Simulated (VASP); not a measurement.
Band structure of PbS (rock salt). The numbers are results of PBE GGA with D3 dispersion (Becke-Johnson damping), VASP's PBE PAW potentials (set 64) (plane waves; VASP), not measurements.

Unless said otherwise, spin-orbit coupling is left out, though it shifts the bands of the heavy elements here.

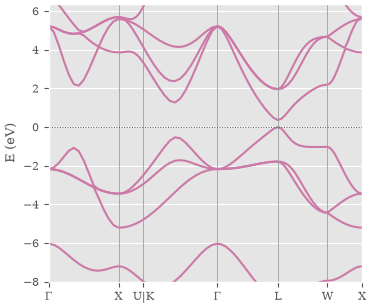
Figure. Bands along high-symmetry lines, zero at the valence-band maximum or, without a gap, the Fermi level

Read the plot: is there a gap, and where are the band edges?

The gap is direct, 0.36 eV, from the valence maximum at L to the conduction minimum at L. (Edges off the drawn lines would not show.)

Measured: gap 0.37 eV (computed value off by -0.01 eV), as given by Wikipedia, List of semiconductor materials.

The compound is PbS in the rock salt structure. It was relaxed first.
